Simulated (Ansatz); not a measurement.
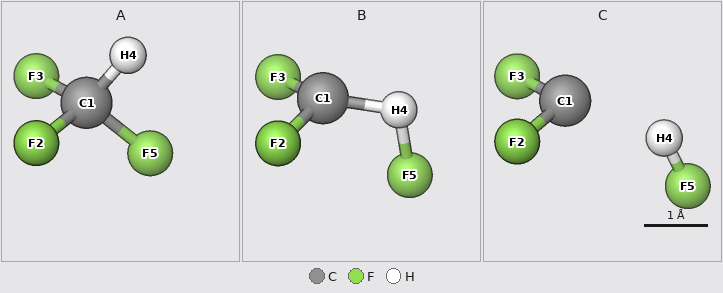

3 geometries from a converged minimum-energy path of CHF3, shuffled. The picture is a ball-and-stick view, seen from a free direction.

Theory: RKS PBE-D4/def2-SVP (Ansatz). Set-up: 7 movable images; climbing image; force threshold 0.05 eV/Å; iteration limit 60; starting path through a guess of the saddle point.

**One of them is the converged climbing image. Which?**

B. In order along the path, whose images run from 0 to 8: C (image 0, 0.00 eV), B (image 3, +0.29 eV), A (image 7, −2.46 eV). Breaking: H4–F5 (0.96 → 1.22 at the top → 2.02 Å). Forming: C1–F5 (2.52 → 1.99 at the top → 1.34 Å), C1–H4 (1.73 → 1.23 at the top → 1.11 Å).

Cost: 4.5 min on 1 thread of Intel(R) Xeon(R) Processor @ 2.50GHz (Skylake/Cascade Lake), on a shared host, peak memory 0.12 GiB.
